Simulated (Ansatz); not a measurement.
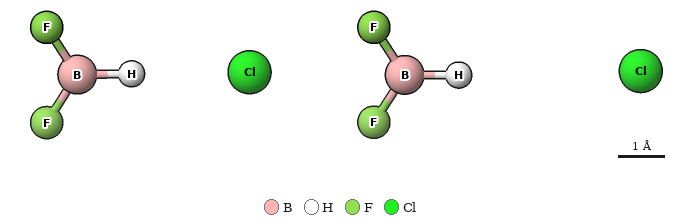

Two geometries of BHClF$_{2}$ (multiplicity 2), drawn at one scale. One is the start of a relaxation, the other its converged end. A ball-and-stick model, seen from a free direction.

Level of theory: Ansatz 0.2.0, UHF/6-31G*. Set-up: collinear spin; force threshold 0.03 eV/Å; at most 50 steps.

Which of the two is the end point?

Answer. The right one is the relaxed one. The run prepares an end point of a later path (reaction) calculation, from a guessed geometry. The energy falls by 0.057 eV in 14 accepted moves (16 points after the start). The largest force component goes from 0.28 to 0.025 eV/Å. The line search rejected the trial steps at points 6, 13 of the run. The atom that moves furthest after the best rigid fit is the Cl atom (1.12 Å). Largest moves by element: Cl 1.12 Å, H 0.29 Å, F 0.28 Å, B 0.28 Å. Among the contacts that change: B–H 1.186 → 1.180 Å.

Limits of the set-up: the start holds two separate molecules, 2.6 Å apart at their closest, whose relative position is a soft coordinate and is computed without a dispersion correction; Hartree-Fock leaves out electron correlation.
